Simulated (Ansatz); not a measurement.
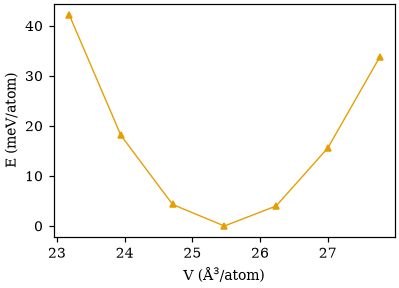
Figure. YGe in space group P-6m2 (No. 187; Y on 1a, Ge on 1f) under volume change, r²SCAN (plane waves, PAW; program Ansatz), shape and atoms relaxed at each volume.

What does a third-order Birch–Murnaghan fit give for V₀, B₀ and B′?

V₀ = 25.47 Å³/atom, B₀ = 58.2 GPa, B′ = 2.8.

The cell is a constructed one: a structure type filled with these elements; neither database checked (COD, Materials Project) lists it. Whether it is the stable phase at ambient conditions was not checked. The r²SCAN relaxation kept the symmetry of its start; its stability against distortions is not shown here. The run is not spin-polarised.

Potentials: the later of the program's two PAW sets.
